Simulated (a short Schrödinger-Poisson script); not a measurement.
Stack: symmetric double-gate stack, Si3N4 on p-type GaN, at 300 K.

```csv
layer,material,thickness (nm),Na (cm⁻³)
1,Si3N4,2.9,-
2,GaN,6,2e17
3,Si3N4,2.9,-
```

Constants are typed, rounded textbook-type inputs, not results; the design itself was drawn at random and stands for no fabricated device. Si3N4: permittivity 7.5, conduction-band edge (eV) 2, gap (eV) 5.1, electron mass (mₑ) 0.5. GaN: permittivity 9.5, conduction-band edge (eV) 0, gap (eV) 3.43, Nv at 300 K (cm⁻³) 4.6e19.

Channel valleys (confinement mass, in-plane density-of-states mass, number): Γ 0.2, 0.2, 1. At the gates, both at one voltage, the conduction-band edge of layer 1 lies 2.23 eV − eVg above the Fermi level of the channel. Gaps are held at their typed values at every temperature. Mesh 0.03 nm at interfaces.

From a short Schrödinger-Poisson script (our own, NumPy): 1D Poisson equation in equilibrium, electrons quantum, Hartree (BenDaniel-Duke, 12 states a valley, the channel's in-plane mass for all, wave functions ending at the dielectric), parabolic valleys, classical holes, full ionisation, no traps, pinning or gate leakage.

Only gate voltages with over 1e8 electrons/cm² are shown.

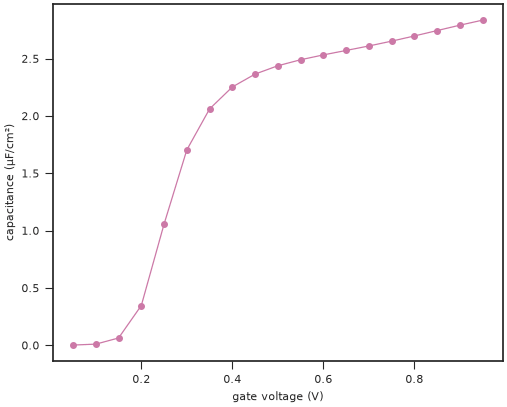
Fig. 1. Quasi-static capacitance against gate voltage

| Vg (V) | electrons (cm⁻²) | C (μF/cm²) | Γ E0 (meV) | Γ E1 (meV) |
|---|---|---|---|---|
| 0.05 | 2.18e8 | < 0.003 | 237.9 | 394.3 |
| 0.1 | 1.50e9 | 0.00947 | 188.0 | 344.4 |
| 0.15 | 1.02e10 | 0.0630 | 138.4 | 294.8 |
| 0.2 | 6.28e10 | 0.346 | 91.2 | 247.3 |
| 0.25 | 2.72e11 | 1.06 | 52.0 | 207.4 |
| 0.3 | 7.09e11 | 1.70 | 24.5 | 178.4 |
| 0.35 | 1.30e12 | 2.06 | 5.1 | 156.8 |
| 0.4 | 1.98e12 | 2.25 | -10.2 | 139.2 |
| 0.45 | 2.70e12 | 2.36 | -23.3 | 123.7 |
| 0.5 | 3.45e12 | 2.44 | -34.9 | 109.5 |
| 0.55 | 4.22e12 | 2.49 | -45.8 | 96.1 |
| 0.6 | 5.00e12 | 2.53 | -56.0 | 83.3 |
| 0.65 | 5.80e12 | 2.57 | -65.8 | 71.1 |
| 0.7 | 6.60e12 | 2.61 | -75.2 | 59.3 |
| 0.75 | 7.43e12 | 2.65 | -84.1 | 48.0 |
| 0.8 | 8.26e12 | 2.70 | -92.6 | 37.1 |
| 0.85 | 9.11e12 | 2.74 | -100.7 | 26.9 |
| 0.9 | 9.97e12 | 2.79 | -108.2 | 17.1 |
| 0.95 | 1.09e13 | 2.84 | -115.3 | 7.9 |

Subbands count from the Fermi level. The capacitance is that of both gates.

In real p-type GaN the Mg acceptor is only partly ionised, and so wide a gap doesn't supply an inversion layer without source and drain.
